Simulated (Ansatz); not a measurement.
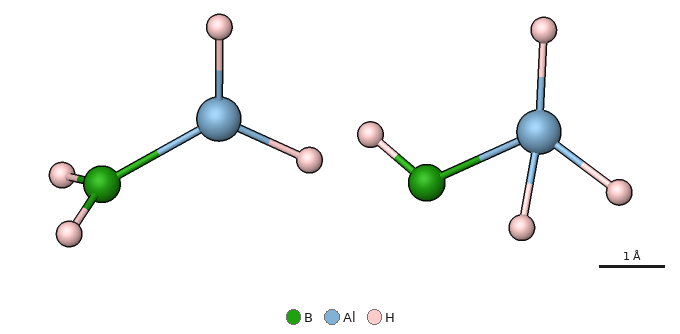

Two geometries of AlBH4, drawn at one scale. One is the start of a relaxation, the other its converged end. The picture is a ball-and-stick view, seen at a tilt.

Theory: Ansatz 0.2.0, RKS B3LYP-D4/def2-SVP. Settings: no spin polarisation; force threshold 0.02 eV/Å; at most 50 steps.

> Which geometry has the lower energy?

The left one is the relaxed one. The run prepares an end point of a later path (hydrogen shift) calculation, from a guessed geometry. Over 12 geometry steps the energy falls by 486.0 kJ/mol. The largest force component goes from 3.6 to 0.0055 eV/Å. The largest move after the best rigid fit is that of an H atom, 1.75 Å. Largest moves by element: H 1.75 Å, B 0.55 Å, Al 0.37 Å. Among the contacts that change: Al–H 1.540 → 2.955 Å, B–H 2.021 → 1.212 Å, B–H 1.178 → 1.211 Å, Al–H 1.608 → 1.594 Å. New bonds form, among them: B–H (2.02 → 1.21 Å). Bonds break, among them: Al–H (1.54 → 2.95 Å). Among the angles between lasting bonds that change: Al–B–H 117.9° → 123.0°, B–Al–H 118.6° → 121.2°, H–Al–H 119.8° → 117.6°. Groups turn about Al–B by about 90°. The run took 35 s on 1 thread of Intel(R) Xeon(R) Processor @ 2.50GHz (Skylake/Cascade Lake) (shared host), peak memory 0.12 GiB.
